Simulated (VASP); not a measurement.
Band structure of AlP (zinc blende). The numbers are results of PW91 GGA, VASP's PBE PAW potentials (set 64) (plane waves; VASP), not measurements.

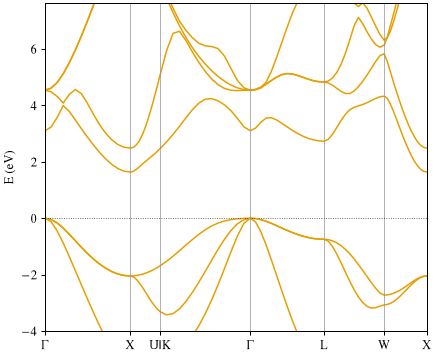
Figure: Bands along high-symmetry lines, zero at the valence-band maximum or, without a gap, the Fermi level

Q: Read the plot: is there a gap, and where are the band edges?

A: The gap is indirect, 1.64 eV, from the valence maximum at Γ to the conduction minimum at X. (Edges off the drawn lines would not show.)

Measured: gap 2.54 eV (computed value off by -0.90 eV), as given by Wei Chen et al., Physical Review Materials (2018), doi:10.1103/physrevmaterials.2.073803 [zero-point renormalisation of 0.02 eV added back (the table's ZPR column)].

The compound is AlP in the zinc blende structure. It was relaxed first.
